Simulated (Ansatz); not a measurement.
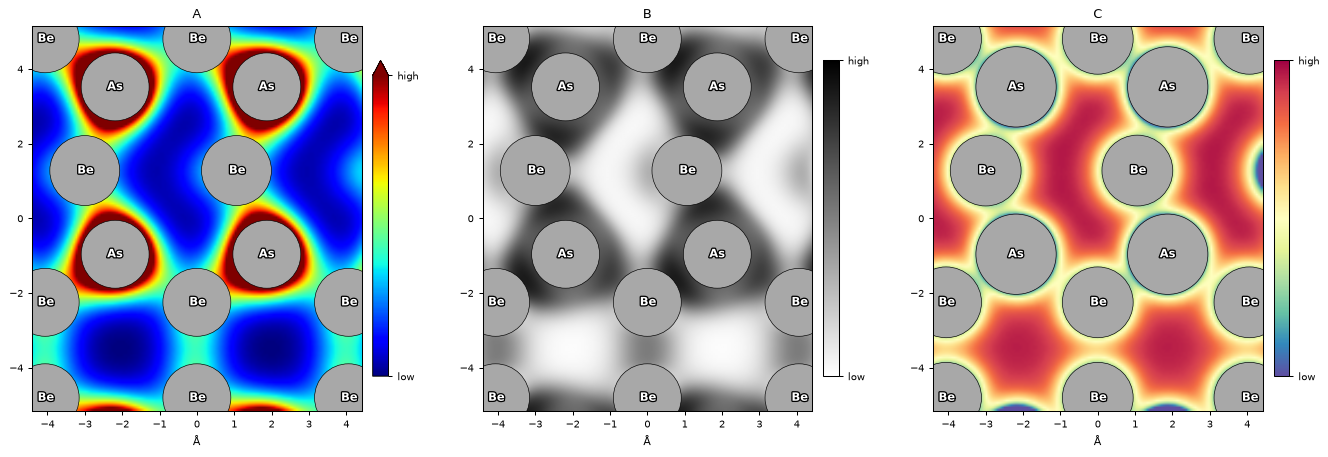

Be3As2: 3 fields on the (101) plane of the conventional cell, with unlabelled colour scales. Grey discs cover the atomic cores.

Space group C2; a structure generated by program, which may or may not match a known phase; changed on purpose from its base cell (volume × 1.06, shape and atoms relaxed); computed pressure about −4 GPa in this cell.

Computed with DFT PBE, scalar-relativistic, plane waves, PAW (Ansatz 0.2.0).

The panels show electron localisation function, electrostatic potential energy of an electron and valence pseudo-density in some order. Assign them.

Answer. Panel A: valence pseudo-density. Panel B: electron localisation function. Panel C: electrostatic potential energy of an electron (low next to the atoms, rising into the space between them). From the grid: Be–As (2.27 Å): the density is about 0.52 e/Å³ at the midpoint; the ELF peaks at about 0.90 between the atoms. Be–As (2.38 Å): ρ is about 0.42 e/Å³ halfway; the ELF peaks at about 0.85 between the atoms.
